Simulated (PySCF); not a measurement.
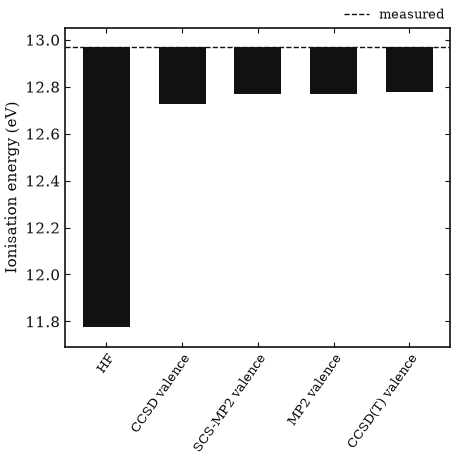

The ionisation energy of an atom or ion with 17 electrons in the configuration [Ne] 3s² 3p⁵ by several methods. PySCF, aug-cc-pV(T+d)Z, non-relativistic, unrestricted single determinants, no spin-orbit coupling. Methods marked “valence” freeze 10 core electrons.

**Name the element and charge.**

The Cl atom. The values run from 11.77 eV (HF) to 12.78 eV (CCSD(T) valence). The measured value is 12.97 eV; nearest to it come CCSD(T) valence (−0.19) and MP2 valence (−0.20), furthest HF (−1.19 eV).
